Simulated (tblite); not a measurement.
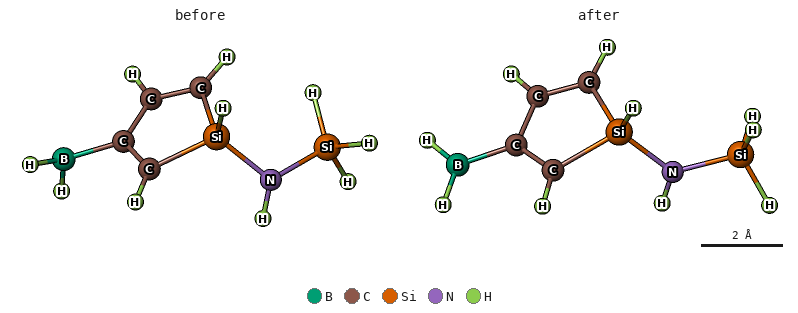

The structure of C4H10BNSi2 before (left) and after (right) a relaxation, at one scale.

A ball-and-stick model, seen at a tilt.

Level of theory: GFN2-xTB geometry optimisation, gas phase (tblite 0.8.0). 

**Summarise the run.**

The atom that moves furthest after the best rigid fit is an H atom (1.56 Å). Largest moves by element: H 1.56 Å, Si 0.48 Å, N 0.47 Å, C 0.33 Å, B 0.29 Å. Among the contacts that change: C–C 1.399 → 1.474 Å, B–C 1.589 → 1.543 Å, C–H 1.128 → 1.082 Å, N–Si 1.778 → 1.733 Å. Bond angles that change, for instance: Si–N–Si 114.4° → 127.6°, C–C–H 129.0° → 121.1°, C–B–H 114.0° → 120.8°. Groups turn about N–Si by about 50°, N–Si by about 30°. The energy falls by 0.817 eV in 223 geometry steps. The run took 3.3 s on 1 thread of Arm Neoverse N1, on a shared host.
